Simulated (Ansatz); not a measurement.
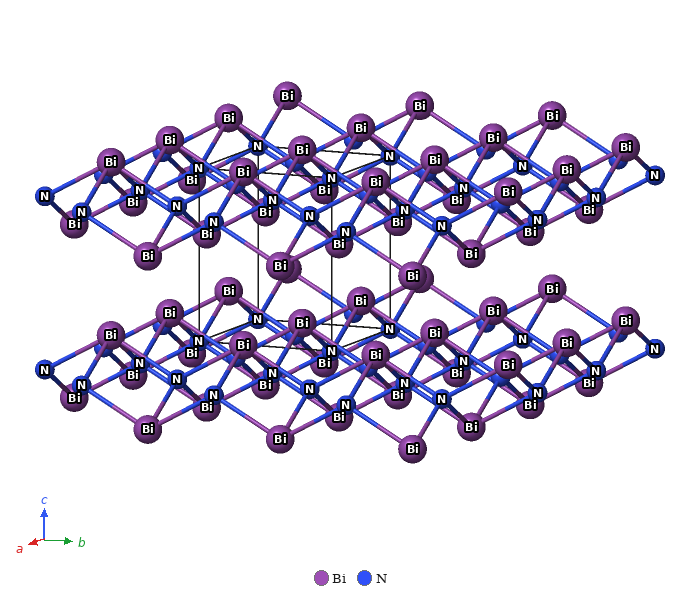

BiN (space group P4/nmm, No. 129). Coordinates: the end point of a relaxation with DFT PBEsol, scalar-relativistic, plane waves, PAW (Ansatz); the starting structure was generated, so it need not be a known form of this composition.

Bonds are taken as Bi–N below 2.6 Å; no other contact counts. Simplification: prune 0- and 1-connected atoms, fold 2-connected ones into links.

What kind of net remains, and which atoms are its nodes?

Answer. A uninodal 4-connected, two-periodic (layers) net: Bi and N are 4-connected nodes.

Name the underlying net.

Answer. It is the sql net, known from the square lattice.

How do the layers lie?

Answer. The layers lie parallel to (001).

Give the first eight terms of the coordination sequence (nodes one, two, three … edges away).

Answer. Bi and N: 4, 8, 12, 16, 20, 24, 28, 32.

Give the point symbol of each node (shortest cycle at each angle).

Answer. Bi and N: 4⁴·6².
